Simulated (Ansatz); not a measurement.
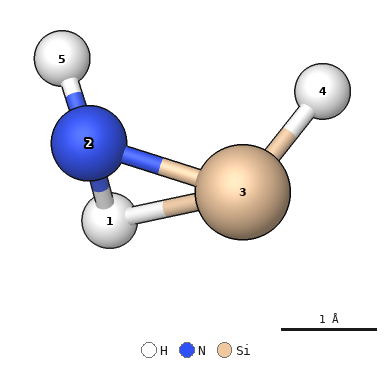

This is the input geometry for a constrained relaxation of SiNH₃. Style: ball-and-stick. Shown face on.

The reaction that was planned forms H1–Si3 and breaks H1–N2 (atoms numbered from 1 in input order).

The calculation used RKS PBE0-D4/def2-SVP in Ansatz.

Input file:
```yaml
crystal:
  periodic: [false, false, false]
  atoms:
    - {symbol: H, position_ang: [-0.640200, -0.968600, -0.083900]}
    - {symbol: N, position_ang: [0.356100, -0.606100, 0.492300]}
    - {symbol: Si, position_ang: [0.347000, 0.180600, -1.026700]}
    - {symbol: H, position_ang: [-0.191300, 1.557700, -0.760200]}
    - {symbol: H, position_ang: [0.128400, -0.163600, 1.378500]}
basis:
  gaussian: {orbitals: def2-SVP}
hamiltonian: {xc: pbe0, dispersion: d4}
relax: {f_tol: 0.08, max_steps: 120, escape_saddle: false, constraints: [{distance: [0, 2]}, {distance: [0, 1]}]}
```

Question: Where does the constrained relaxation end?

Answer: The atom that moves furthest after the best rigid fit is H1 (0.29 Å). By element the largest moves are H 0.29 Å, Si 0.28 Å, N 0.09 Å. Near-neighbour distances that change, for instance: Si3–H4 1.502 → 1.551 Å, N2–H5 1.016 → 1.023 Å. Among the angles between lasting bonds that change: H1–Si3–H4 107.4° → 130.0°, H1–N2–H5 111.2° → 114.3°, N2–Si3–H4 105.4° → 103.0°. The optimiser took 7 steps. The run took of the order of 7 core-seconds on a shared host.

The structure at the end:

```xyz
5

H    -0.4788   -1.2073   -0.0674
N     0.3436   -0.5199    0.4869
Si    0.0675    0.1745   -1.0554
H     0.0285    1.6950   -0.7518
H     0.0392   -0.1423    1.3877
```

The end point in the same view:

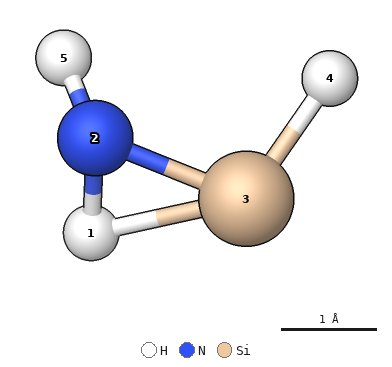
